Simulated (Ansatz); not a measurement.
The starting structures come from a database of crystals and need not be the phases stable at ambient conditions.

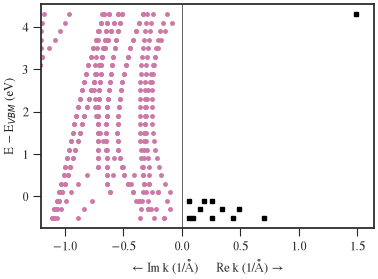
Fig. 1. Complex bands at the centre of the two-dimensional zone; r2SCAN (Ansatz, a first-principles code)

The gap is the functional's own. No spin-orbit coupling. Mid-gap values are interpolated on the energy grid.

Task: This is MgI$_{2}$ (P-3m1, CdI2 type, not sure to be the ambient phase, 3 atoms a cell, 33.5 Å³ an atom) along the normal of (111). Read off the slowest decay at the centre of the two-dimensional zone at 2.10 eV, the computed energy nearest the middle of the gap.

Result: κ ≈ 0.26 1/Å, a decay length 1/(2κ) of the density of 1.9 Å.
